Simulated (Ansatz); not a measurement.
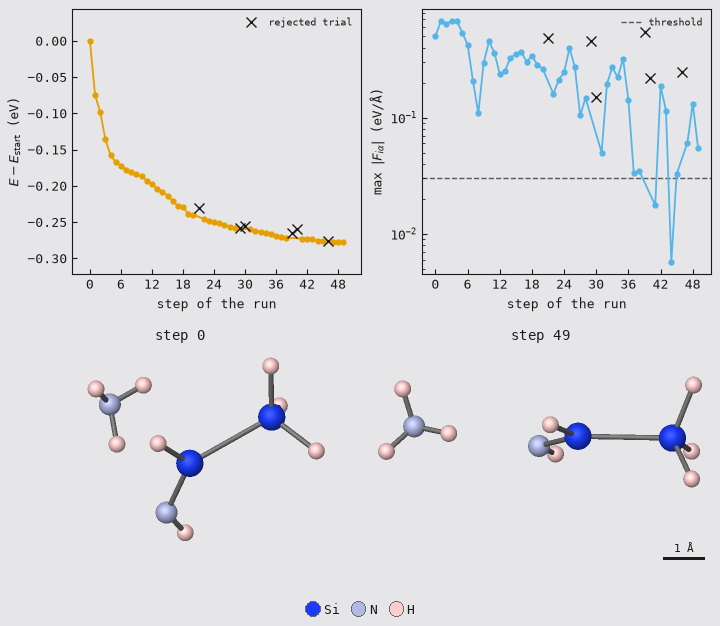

First and last geometry of a relaxation of Si2N2H8, with the history of the run. The picture is a ball-and-stick view, seen at a tilt.

The run prepares an end point of a later path (reaction) calculation, from a guessed geometry.

These are results of UHF/6-31G* in Ansatz, not measurements. Settings: collinear spin; force threshold 0.03 eV/Å; at most 50 steps.

**Read the history and describe the run.**

The relaxation stopped without meeting its thresholds, so the last structure isn't shown to be converged. It used up its limit of 50 steps. After 43 accepted moves (49 points after the start) the energy has fallen by 0.278 eV. The largest force component goes from 0.5 to 0.055 eV/Å. The line search rejected the trial steps at points 21, 29, 30, 39, 40, 46 of the run. The forces were under the threshold at step 41, but the run went on from there. An H atom moves most after the best rigid fit: 2.55 Å. By element the largest moves are H 2.55 Å, N 1.71 Å, Si 1.24 Å. Near-neighbour distances that change, for instance: N–Si 1.582 → 1.630 Å, Si–Si 2.359 → 2.348 Å, H–N 1.010 → 1.005 Å. Among the angles between lasting bonds that change: Si–N–H 126.6° → 119.4°, H–Si–Si 113.8° → 117.7°, H–N–H 110.3° → 107.0°. Groups turn about Si–Si by about 45°. Cost: 61 s on 2 threads of AMD EPYC 7B13 (Zen 3), with other jobs on the host, peak memory 0.24 GiB.

```
step  E − E(0), eV  largest force component, eV/Å      note
   0        0.0000                         0.5039          
   1       -0.0746                         0.6739          
   2       -0.0985                         0.6449          
   3       -0.1359                         0.6815          
   4       -0.1579                         0.6809          
   5       -0.1675                         0.5386          
   6       -0.1720                         0.4255          
   7       -0.1779                         0.2071          
   8       -0.1809                         0.1088          
   9       -0.1840                         0.2968          
  10       -0.1867                         0.4525          
  12       -0.1978                         0.2368          
  14       -0.2084                         0.3290          
  16       -0.2203                         0.3710          
  18       -0.2292                         0.3416          
  20       -0.2395                         0.2640          
  22       -0.2454                         0.1603          
  24       -0.2502                         0.2454          
  26       -0.2538                         0.2742          
  28       -0.2581                         0.1476          
  31       -0.2597                         0.0501          
  33       -0.2632                         0.2712          
  35       -0.2661                         0.3212          
  37       -0.2702                         0.0334          
  39       -0.2647                         0.5428  rejected
  41       -0.2727                         0.0176          
  43       -0.2737                         0.1151          
  45       -0.2762                         0.0327          
  47       -0.2768                         0.0609          
  49       -0.2775                         0.0548
```

Limits of the set-up: the start holds two separate molecules, 2.3 Å apart at their closest, whose relative position is a soft coordinate and is computed without a dispersion correction; Hartree-Fock leaves out electron correlation.
